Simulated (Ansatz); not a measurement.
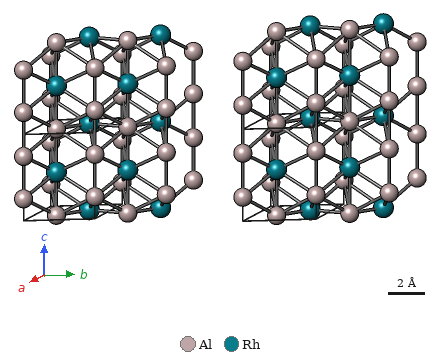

Two geometries of solid Al₃Rh₂ (a generated structure, set up in P-6m2) (coarse preliminary run), drawn at one scale. One is the start of a relaxation, the other its converged end. Style: ball-and-stick. Shown: the cell of the calculation, repeated 1 × 2 × 2 with one cell outlined, slightly off an axis.

Theory: DFT PBE, scalar-relativistic, plane waves, PAW in Ansatz 0.2.0. Set-up: plane-wave cutoff 420 eV; k-point mesh 6 × 6 × 4; occupations gaussian; smearing width 0.1 eV; no spin polarisation; cell and atoms relaxed; force threshold 0.04 eV/Å; at most 70 steps.

Q: Which one is relaxed?

A: The right one is the relaxed one. Over 4 accepted moves (5 points after the start) the energy falls by 103 meV per atom. The largest force component goes from 0.61 to 0.015 eV/Å. Pressure: 19.76 GPa at the start and 0.13 GPa at the end. The SCF was repeated once at an unchanged geometry on a basis and grid sized afresh for the cell, which shifted the energy by 1.4 meV per atom at most. The largest moves relative to the cell, 0.032 Å, are those of Al atoms. Rh stays in place. The volume changes by +12.0 %, with a = b 4.031 → 4.134 Å (+2.5 %), c 4.950 → 5.273 Å (+6.5 %). Among the contacts that change: Al–Al 2.521 → 2.749 Å, Al–Rh 2.475 → 2.636 Å, Al–Rh 2.647 → 2.754 Å, Al–Al 2.647 → 2.754 Å. The space group stays P-6m2 (No. 187). Cost: 26 s on 1 thread of AMD EPYC 7R43 64-Core Processor (Zen 3), with other jobs on the host, peak memory 0.4 GiB.
